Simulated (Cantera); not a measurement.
Input: 1 mol Fe2O3, 0.047 mol H2O, at 4130 Torr.

Cantera equilibrium calculation (NASA polynomials, part measured and part estimated; ideal gas, pure solids and liquids). Candidate condensed phases: Fe, FeO, Fe(OH)2, Fe(OH)3, Fe2O3, Fe3O4, H2O; 12 gas species. Mutual solubility and eutectic melting of coexisting phases are not modelled. The numbers say what is thermodynamically allowed, not how fast it happens.

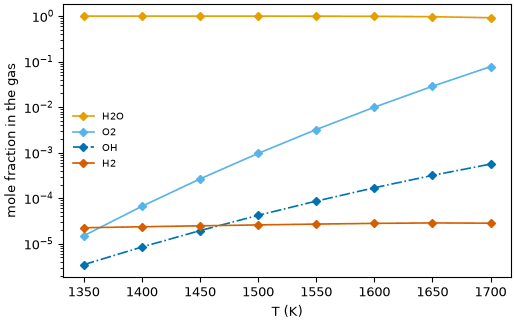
*Equilibrium gas composition (values under 1e-9 drawn at 1e-9)*

From 1350 K to 1450 K the condensed part is Fe2O3(s). From 1500 K to 1700 K the condensed part is Fe2O3(s) + Fe3O4(s). The main Fe-bearing gas is Fe(OH)2 throughout.
